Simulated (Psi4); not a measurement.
## CH3NSi: excited-state calculation

The run: excited-state calculation of CH3NSi (Si(CN)H3). Method and program: TDA (CAM-B3LYP)/cc-pVDZ, RKS (Psi4 1.11).

The geometry comes from this level: GFN2-xTB.

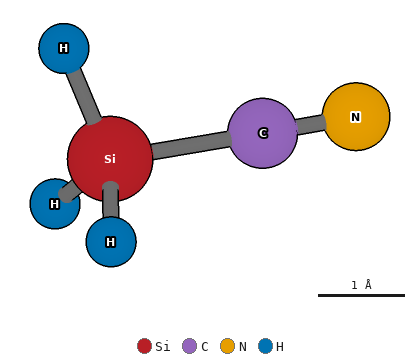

Fig. 1: The structure (ball-and-stick view, seen at a tilt).

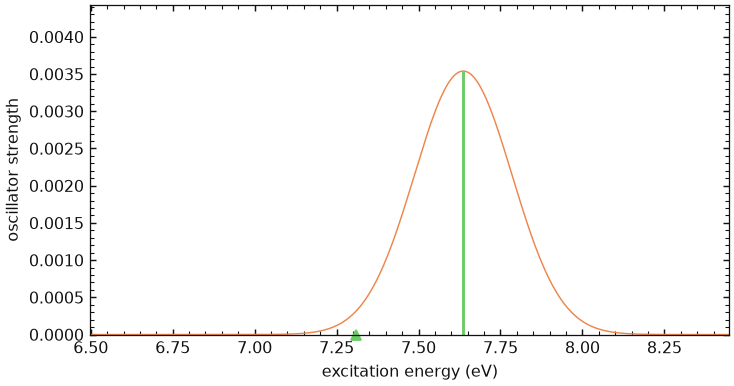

Fig. 2: Computed excitations as sticks (degenerate states added up, dark ones marked on the axis), with a Gaussian envelope of 0.35 eV full width at half maximum, scaled to the tallest. Of the 2 states the lowest lies at 7.31 eV (f = 0.000); the strongest line is at 7.64 eV, or 162 nm (f = 0.004).

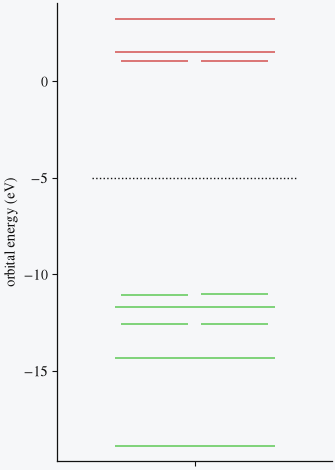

Fig. 3: Orbital energies near the frontier; the dotted line parts filled from empty levels, and levels within 0.02 eV of each other stand side by side. Highest filled −11.04 eV, lowest empty 1.07 eV, 12.11 eV apart.

The input and output of the run follow.

**Input (ch3nsi.py)**
```python
import psi4

psi4.set_memory(1600000000)
psi4.set_num_threads(1)
psi4.core.set_output_file('output.dat', False)

m = psi4.geometry("""
0 1
Si    -0.005910     0.005310    -0.607820
C      0.007280    -0.009780     1.257730
N      0.023780    -0.021100     2.402800
H      1.395010     0.016460    -1.024950
H     -0.715770     1.218710    -1.003950
H     -0.704390    -1.209600    -1.023800
symmetry c1
""")

options = {'basis': 'cc-pVDZ', 'puream': True, 'scf_type': 'pk', 'dft_radial_points': 99, 'dft_spherical_points': 590, 'save_jk': True}
psi4.set_options(options)

from psi4.driver.procrouting.response.scf_response import tdscf_excitations
result, w = psi4.energy("cam-b3lyp", return_wfn=True)
states = tdscf_excitations(w, states=2, tda=True)
for k, s in enumerate(states, 1):
    print(f"root {k}: {s['EXCITATION ENERGY'] * 27.211386:.4f} eV  f = {s['OSCILLATOR STRENGTH (LEN)']:.4f}  {s['SYMMETRY']}")
print(f'total energy {result:.8f} hartree = {result * 27.211386:.5f} eV')
```

Command:
```bash
python ch3nsi.py
```

**The program's output**
```
=> Loading Basis Set <=

    Name: CC-PVDZ
    Role: ORBITAL
    Keyword: BASIS

         ---------------------------------------------------------
                                   SCF
                              RKS Reference
                        1 Threads,   1525 MiB Core
         ---------------------------------------------------------

  ==> Geometry <==

    Molecular point group: c1
    Full point group: C1

    Geometry (in Angstrom), charge = 0, multiplicity = 1:

       Center              X                  Y                   Z               Mass
    ------------   -----------------  -----------------  -----------------  -----------------
         SI          -0.009938923884     0.009493907961    -1.110558174051    27.976926534650
         C            0.003251076116    -0.005596092039     0.754991825949    12.000000000000
         N            0.019751076116    -0.016916092039     1.900061825949    14.003074004430
         H            1.390981076116     0.020643907961    -1.527688174051     1.007825032230
         H           -0.719798923884     1.222893907961    -1.506688174051     1.007825032230
         H           -0.708418923884    -1.205416092039    -1.526538174051     1.007825032230

  Running in c1 symmetry.

  Rotational constants: A =      2.83348  B =      0.16547  C =      0.16546 [cm^-1]
  Rotational constants: A =  84945.46205  B =   4960.80016  C =   4960.40481 [MHz]
  Nuclear repulsion =   82.887837989854177

  Charge       = 0
  Multiplicity = 1
  Electrons    = 30
  Nalpha       = 15
  Nbeta        = 15

  ==> Algorithm <==

  SCF Algorithm Type is PK.
  DIIS enabled.
  MOM disabled.
  Fractional occupation disabled.
  Guess Type is SAD.
  Energy threshold   = 1.00e-06
  Density threshold  = 1.00e-06
  Integral threshold = 1.00e-12

  ==> Primary Basis <==

  Basis Set: CC-PVDZ
    Blend: CC-PVDZ
    Number of shells: 29
    Number of basis functions: 61
    Number of Cartesian functions: 64
    Spherical Harmonics?: true
    Max angular momentum: 2

  ==> DFT Potential <==

   => LibXC <=

    Version 7.1.2

   => Composite Functional: CAM-B3LYP <=

    CAM-B3LYP Hyb-GGA Exchange-Correlation Functional

    Deriv               =              1
    GGA                 =           TRUE
    Meta                =          FALSE

    Exchange Hybrid     =           TRUE
    MP2 Hybrid          =          FALSE

   => Exchange Functionals <=

    0.3500         Becke 88 [omega = 0.3300]
    0.4600   Short-range recipe for B88 functional - erf [omega = 0.3300]

   => Exact (HF) Exchange <=

    0.4600            HF,LR [omega = 0.3300]
    0.1900               HF

   => Correlation Functionals <=

    0.1900   Vosko, Wilk & Nusair (VWN5)
    0.8100   Lee, Yang & Parr

   => LibXC Density Thresholds  <==

    XC_HYB_GGA_XC_CAM_B3LYP:  1.00E-14

   => Molecular Quadrature <=

    Radial Scheme          =       TREUTLER
    Pruning Scheme         =           NONE
    Nuclear Scheme         =       TREUTLER

    Blocking Scheme        =         OCTREE
    BS radius alpha        =              1
    Pruning alpha          =              1
    Radial Points          =             99
    Spherical Points       =            590
    Total Points           =         334154
    Total Blocks           =           2492
    Max Points             =            256
    Max Functions          =             61
    Weights Tolerance      =       1.00E-15

  ==> Integral Setup <==

  Using in-core PK algorithm.
   Calculation information:
      Number of atoms:                   6
      Number of AO shells:              29
      Number of primitives:            109
      Number of atomic orbitals:        64
      Number of basis functions:        61

      Integral cutoff                 1.00e-12
      Number of threads:                 1

  Performing in-core PK
  Using 5366658 doubles for integral storage.
  We computed 94249 shell quartets total.
  Whereas there are 94830 unique shell quartets.

  Computing range-separated integrals for PK
  We computed 94249 wK shell quartets total.
  Whereas there are 94830 wK unique shell quartets.

  ==> DiskJK: Disk-Based J/K Matrices <==

    J tasked:                  Yes
    K tasked:                  Yes
    wK tasked:                 Yes
    Omega:               3.300E-01
    Memory [MiB]:              612
    Schwarz Cutoff:          1E-12

  Cached 100.0% of DFT collocation blocks in 0.519 [GiB].

  Minimum eigenvalue in the overlap matrix is 6.6047331041E-03.
  Reciprocal condition number of the overlap matrix is 1.6348731594E-03.
    Using symmetric orthogonalization.

  ==> Pre-Iterations <==

  SCF Guess: Superposition of Atomic Densities via on-the-fly atomic UHF (no occupation information).

   -------------------------
    Irrep   Nso     Nmo
   -------------------------
     A         61      61
   -------------------------
    Total      61      61
   -------------------------

  ==> Iterations <==

                        Total Energy        Delta E     RMS |[F,P]|

   @RKS iter SAD:  -383.28837733502218   -3.83288e+02   0.00000e+00
   @RKS iter   1:  -383.99854817649810   -7.10171e-01   6.65403e-03 DIIS/ADIIS
   @RKS iter   2:  -383.95896560320949    3.95826e-02   8.62228e-03 DIIS/ADIIS
   @RKS iter   3:  -384.08060513520826   -1.21640e-01   1.83466e-03 DIIS/ADIIS
   @RKS iter   4:  -384.08672910922263   -6.12397e-03   2.75890e-04 DIIS/ADIIS
   @RKS iter   5:  -384.08687639062953   -1.47281e-04   5.41066e-05 DIIS
   @RKS iter   6:  -384.08688489442534   -8.50380e-06   9.19578e-06 DIIS
   @RKS iter   7:  -384.08688514646724   -2.52042e-07   7.92352e-07 DIIS
  Energy and wave function converged.

  ==> Post-Iterations <==

   Electrons on quadrature grid:
      Ntotal   =   29.9999998822 ; deviation = -1.178e-07

    Orbital Energies [Eh]
    ---------------------

    Doubly Occupied:

       1A    -66.255217     2A    -14.412760     3A    -10.284223
       4A     -5.405002     5A     -3.765092     6A     -3.762733
       7A     -3.762728     8A     -0.992037     9A     -0.693099
      10A     -0.525878    11A     -0.462191    12A     -0.462117
      13A     -0.428522    14A     -0.405612    15A     -0.405579

    Virtual:

      16A      0.039398    17A      0.039466    18A      0.055344
      19A      0.119072    20A      0.140187    21A      0.140269
      22A      0.227948    23A      0.287960    24A      0.287982
      25A      0.374542    26A      0.437377    27A      0.437459
      28A      0.471663    29A      0.471821    30A      0.501393
      31A      0.571792    32A      0.623568    33A      0.623657
      34A      0.722465    35A      0.792266    36A      0.896155
      37A      0.896421    38A      0.915886    39A      0.916761
      40A      0.974497    41A      1.186651    42A      1.191838
      43A      1.192128    44A      1.265977    45A      1.313916
      46A      1.314018    47A      1.482174    48A      1.572055
      49A      1.572439    50A      1.640832    51A      1.741814
      52A      1.742568    53A      1.900642    54A      1.957028
      55A      1.957076    56A      2.066040    57A      2.066739
      58A      2.529164    59A      2.529468    60A      2.563287
      61A      2.923709

    Final Occupation by Irrep:
              A
    DOCC [    15 ]
    NA   [    15 ]
    NB   [    15 ]

  @RKS Final Energy:  -384.08688514646724

   => Energetics <=

    Nuclear Repulsion Energy =             82.8878379898541766
    One-Electron Energy =                -692.2862708208322147
    Two-Electron Energy =                 250.9049511783822481
    DFT Exchange-Correlation Energy =     -25.5934034938715058
    Empirical Dispersion Energy =           0.0000000000000000
    VV10 Nonlocal Energy =                  0.0000000000000000
    Total Energy =                       -384.0868851464672389

Computation Completed

Properties will be evaluated at   0.000000,   0.000000,   0.000000 [a0]

Properties computed using the SCF density matrix

 Multipole Moments:

 ------------------------------------------------------------------------------------
     Multipole            Electronic (a.u.)      Nuclear  (a.u.)        Total (a.u.)
 ------------------------------------------------------------------------------------

 L = 1.  Multiply by 2.5417464519 to convert [e a0] to [Debye]
 Dipole X            :          0.0209766           -0.0351824           -0.0142058
 Dipole Y            :         -0.0237884            0.0359941            0.0122056
 Dipole Z            :          2.9254100           -4.3054485           -1.3800385
 Magnitude           :                                                    1.3801655

 ------------------------------------------------------------------------------------

	total time  =         10 seconds =       0.17 minutes

******************************************************************************************
**********                               WARNING                                **********
**********       The names of excited state variables changed between 1.5       **********
**********     and 1.6. For a quick solution, remove the symmetry specifier     **********
**********   from the variable name. For full details, see 'Notes on Psivars'   **********
**********                        in the documentation.                         **********
******************************************************************************************

         ---------------------------------------------------------
                         TDSCF excitation energies
         ---------------------------------------------------------

  ==> Options <==

     Residual threshold  : 1.0000e-04
     Initial guess       : denominators
     Reference           : RHF
     Solver type         : TDA (Davidson)

  ==> Requested Excitations <==

      2 singlet states with A symmetry

  ==> Seeking the lowest 2 singlet states with A symmetry

                         Generalized Davidson Solver

  ==> Options <==

    Max number of iterations        = 60
    Eigenvector tolerance           = 1.0000e-04
    Max number of expansion vectors = 400

  => Iterations <=
                           Max[D[value]]     Max[|R|]   # vectors
  DavidsonSolver iter   1:   2.98051e-01  5.31600e-02      8
  DavidsonSolver iter   2:   1.62494e-02  3.09800e-02     10
  DavidsonSolver iter   3:   1.92381e-03  7.23638e-03     12
  DavidsonSolver iter   4:   1.27090e-04  2.94847e-03     14
  DavidsonSolver iter   5:   1.38318e-05  8.19863e-04     16
  DavidsonSolver iter   6:   9.53670e-07  1.84792e-04     18
  DavidsonSolver iter   7:   5.06239e-08  6.07295e-05     19      Converged

******************************************************************************************
**********                               WARNING                                **********
**********  Length-gauge rotatory strengths are **NOT** gauge-origin invariant  **********
******************************************************************************************

                                    Excitation Energy         Total Energy        Oscillator Strength             Rotatory Strength
     #   Sym: GS->ES (Trans)        au              eV              au          au (length)    au (velocity)    au (length)    au (velocity)
    ---- -------------------- --------------- --------------- --------------- --------------- --------------- --------------- ---------------
     1        A->A (1 A)       0.26865         7.31033        -383.81824       0.0000          0.0000         -0.0000         -0.0000
     2        A->A (1 A)       0.28063         7.63634        -383.80625       0.0035          0.0021         -0.0001         -0.0001

Contributing excitations
Only contributions with abs(coeff) > 1.00e-01 will be printed:

Excited State    1 (1 A):   0.26865 au   169.60 nm f = 0.0000
  Sums of squares: Xssq =  1.000000e+00
     11a  ->  16a    -0.148888 ( 2.217%)
     12a  ->  17a    -0.147858 ( 2.186%)
     14a  ->  16a     0.170686 ( 2.913%)
     14a  ->  17a    -0.629059 (39.571%)
     14a  ->  20a     0.158341 ( 2.507%)
     14a  ->  21a     0.121368 ( 1.473%)
     15a  ->  16a     0.633855 (40.177%)
     15a  ->  17a     0.169812 ( 2.884%)
     15a  ->  20a    -0.121740 ( 1.482%)
     15a  ->  21a     0.159608 ( 2.547%)

Excited State    2 (1 A):   0.28063 au   162.36 nm f = 0.0035
  Sums of squares: Xssq =  1.000000e+00
     11a  ->  16a    -0.155538 ( 2.419%)
     12a  ->  17a     0.156898 ( 2.462%)
     14a  ->  16a     0.284222 ( 8.078%)
     14a  ->  17a     0.594516 (35.345%)
     14a  ->  20a    -0.189999 ( 3.610%)
     15a  ->  16a     0.590175 (34.831%)
     15a  ->  17a    -0.285317 ( 8.141%)
     15a  ->  21a     0.188790 ( 3.564%)

******************************************************************************************
**********                               WARNING                                **********
**********       The names of excited state variables changed between 1.5       **********
**********     and 1.6. For a quick solution, remove the symmetry specifier     **********
**********   from the variable name. For full details, see 'Notes on Psivars'   **********
**********                        in the documentation.                         **********
******************************************************************************************
```

**Standard output**
```
root 1: 7.3103 eV  f = 0.0000  A
root 2: 7.6363 eV  f = 0.0035  A
total energy -384.08688515 hartree = -10451.53649 eV
```

**Summary**

| quantity | value |
| --- | --- |
| outcome | converged |
| total energy | −384.086885 hartree |
| basis functions | 61 |
| HOMO | −11.04 eV |
| LUMO | 1.07 eV |
| dipole moment | 3.51 D |
| lowest excitation | 7.31 eV |
| hardware | 1 thread of Intel Xeon @ 2.90GHz (Ice Lake), 192 GiB of memory available, shared host |
| wall time | 24 s |
| peak memory | 0.88 GiB |
